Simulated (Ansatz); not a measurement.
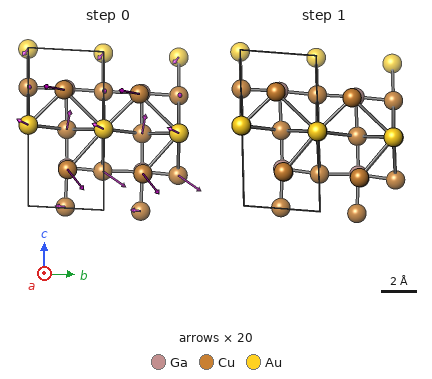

The structure of a crystal of GaCu₃Au (a generated structure, set up in P1) (coarse preliminary run) before (left) and after (right) a relaxation, at one scale. The purple arrows give the displacements (the part carried along by the change of the cell is left out), 20 times their true length.

The picture is a ball-and-stick view of the cell of the calculation, repeated 1 × 2 × 1 with one cell outlined, seen along the a axis.

These are results of Ansatz, DFT PBE, scalar-relativistic, plane waves, PAW, not measurements.

The input:
```yaml
crystal:
  lattice:
    - [0.0135762662, 4.4069020571, -0.0397643136]
    - [-0.1238163625, -0.0397643136, 4.3714000743]
    - [9.1762515582, 0.0271525324, -0.247632725]
  atoms:
    - { symbol: Ga, position: [0.4901644898, 0.5144415238, 0.2563672347] }
    - { symbol: Ga, position: [0.5106379977, 0.5028171397, 0.7526517369] }
    - { symbol: Cu, position: [0.4942653593, 0.4917573115, 0.0066469456] }
    - { symbol: Cu, position: [0.4848915657, 0.5117292893, 0.496741783] }
    - { symbol: Cu, position: [0.0049314449, 0.5219818523, 0.2436279593] }
    - { symbol: Cu, position: [0.9856264027, 0.47356548, 0.7462827162] }
    - { symbol: Cu, position: [0.4996050198, -0.0113815615, 0.2461535399] }
    - { symbol: Cu, position: [0.510495398, -0.0016692511, 0.7488292667] }
    - { symbol: Au, position: [0.0072204418, 7.53348e-05, 0.5118852695] }
    - { symbol: Au, position: [0.0121618802, 0.9966828813, 0.9908135482] }
basis:
  ecutwfc: 420
kpoints:
  mp_grid: { grid: [6, 6, 4] }
hamiltonian:
  xc: pbe
scf:
  occupations: { method: gaussian, width: 0.2 }
  lower_state_search: "off"
output:
  forces: true
  stress: true
  eigenvalues: true
relax:
  adjacent_minimum: "off"
  f_tol: 0.025
  max_steps: 60
  cell: { stress_tol: 0.25 }
```

Run as
```bash
ansatz run input.yaml --threads 1 --pin off --max-ram 2560MiB --backend cpu --events-out ev --progress --plain --runs-dir out
```

> What changed between the two?

The run was cut off at its time limit before the relaxation converged, so the last structure is only a point on the way. The largest moves relative to the cell, 0.094 Å, are those of Cu5 and Cu6. Cu6 goes along [1 −1 0]. Largest moves by element: Cu 0.094 Å, Au 0.042 Å, Ga 0.027 Å. Cell: a 4.407 → 4.426 Å (+0.4 %), b 4.373 → 4.424 Å (+1.2 %), c 9.180 → 9.037 Å (−1.6 %), α 93.2° → 95.7°, β 89.6° → 89.1°, γ 91.0° → 91.9°. Volume −0.4 %. Among the contacts that change: Cu4–Au9 3.248 → 3.369 Å, Cu6–Au9 2.905 → 2.805 Å, Ga1–Cu7 2.081 → 2.175 Å, Cu5–Au9 3.141 → 3.058 Å. Bond angles that change, for instance: Au9–Cu5–Au10 175.3° → 171.0°, Ga1–Cu7–Au9 86.5° → 82.3°, Ga2–Cu4–Au9 92.5° → 96.7°. The space group stays P1 (No. 1). After 1 geometry step the energy has fallen by 0.611 eV per cell of the calculation. Largest force component: 2.3 eV/Å at the start, 0.83 eV/Å at the end. Pressure: 0.87 GPa at the start and 0.23 GPa at the end. The run took 9.5 min on 1 thread of Arm Neoverse V1, on a shared host, peak memory 1.2 GiB.
